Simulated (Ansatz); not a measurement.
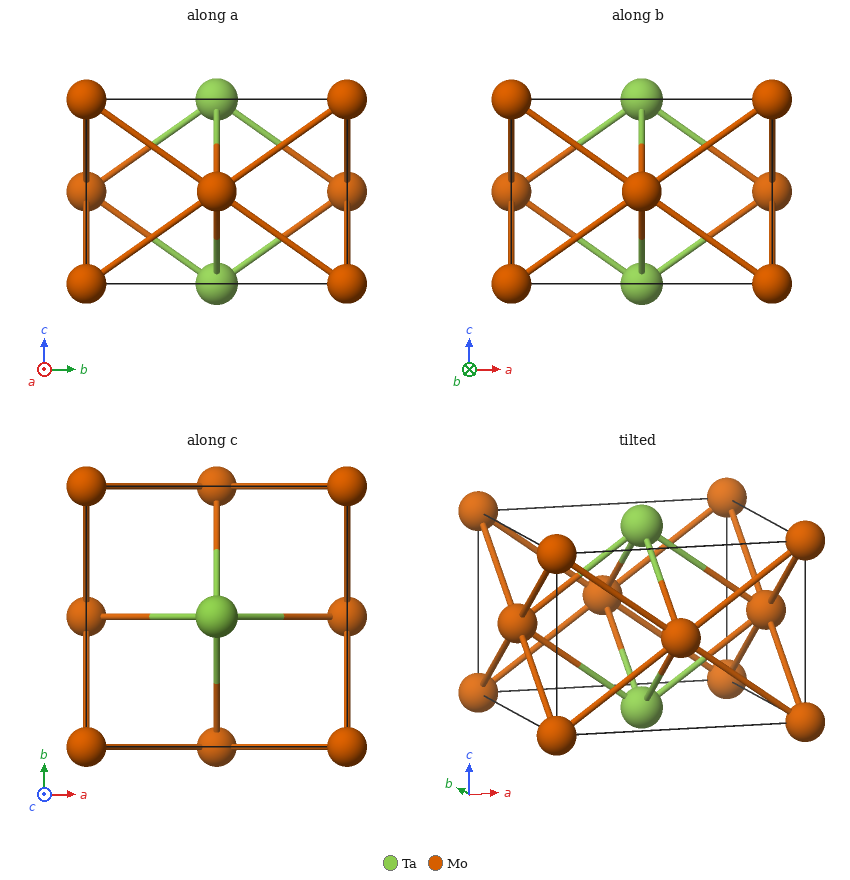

Ball-and-stick representation of a periodic structure, projected along the a axis, along the b axis, along the c axis and slightly off an axis. The edges of the conventional unit cell are marked.

Lattice parameters: a = 4.518 Å, b = 4.518 Å, c = 3.196 Å, α = 90.00°, β = 90.00°, γ = 90.00°. Put a along x and b in the xy plane.

Put the structure into a POSCAR file.

```
Ta Mo
1.0
     4.518    0.000    0.000
     0.000    4.518    0.000
     0.000    0.000    3.196
Ta Mo
1 3
Direct
  0.5000 0.5000 0.0000
  0.0000 0.0000 0.0000
  0.5000 0.0000 0.5000
  0.0000 0.5000 0.5000
```

The structure comes from a structure type filled with these elements by a generator (whether the compound takes this form wasn't checked). Earlier steps of the study may have refined or changed the cell and positions. A calculation with Ansatz used it as input.

At this level of theory the cell isn't at rest (stretched, at -12 GPa), so its distances can differ from those at equilibrium, the more so the softer the solid.
